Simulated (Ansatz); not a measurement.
Density of states of NbAu3 (Pm-3n, 8 atoms in the cell).

```yaml
crystal:
  lattice:
    - [5.14647, 0.00000, 0.00000]
    - [0.00000, 5.14647, 0.00000]
    - [0.00000, 0.00000, 5.14647]
  atoms:
    - { symbol: Au, position: [0.25000, 0.00000, 0.50000] }
    - { symbol: Au, position: [0.75000, 0.00000, 0.50000] }
    - { symbol: Au, position: [0.00000, 0.50000, 0.25000] }
    - { symbol: Au, position: [0.00000, 0.50000, 0.75000] }
    - { symbol: Au, position: [0.50000, 0.25000, 0.00000] }
    - { symbol: Au, position: [0.50000, 0.75000, 0.00000] }
    - { symbol: Nb, position: [0.00000, 0.00000, 0.00000] }
    - { symbol: Nb, position: [0.50000, 0.50000, 0.50000] }
```

Level of theory: PBE (plane waves, PAW; Ansatz, a quantum-chemistry and plane-wave program).

SCF settings: basis.ecutwfc = 420 eV; kpoints.mp_grid.grid = 7 7 7; hamiltonian.xc = pbe; hamiltonian.pseudopotentials = {kind: paw}, with the files named one by one; scf.occupations.method = cold; scf.occupations.width = 0.272 eV. Keys of the DOS step: output.dos.nscf_kmesh.grid = 14 14 14.

The starting cell was generated: these elements placed on a structure prototype, without a prior relaxation; it need not be a known phase or ordering of this composition. Spin-orbit coupling is off. Spin polarisation is off.

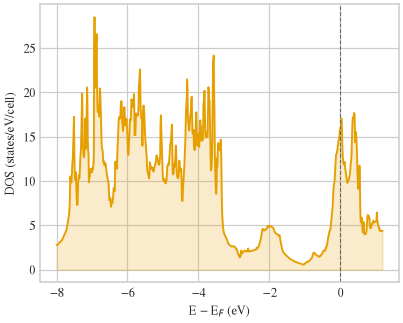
Fig. 1. Total density of states, both spins summed.

Total DOS (both spins), as means of the tabulated values in each energy bin; the zero is the program's Fermi level or highest filled level, and the curve is cut to this window:

(E (eV), states/eV/cell): (-7.75, 5.92); (-7.25, 12.6); (-6.75, 15.2); (-6.25, 13.5); (-5.75, 17.4); (-5.25, 12.3); (-4.75, 11.7); (-4.25, 14.9); (-3.75, 16.1); (-3.25, 6.50); (-2.75, 2.07); (-2.25, 3.44); (-1.75, 3.51); (-1.25, 0.93); (-0.75, 1.38); (-0.25, 7.30); (0.25, 13.2); (0.75, 5.72)

Around zero the curve holds about 14 states/eV/cell.

Keys are those of Ansatz 0.2.
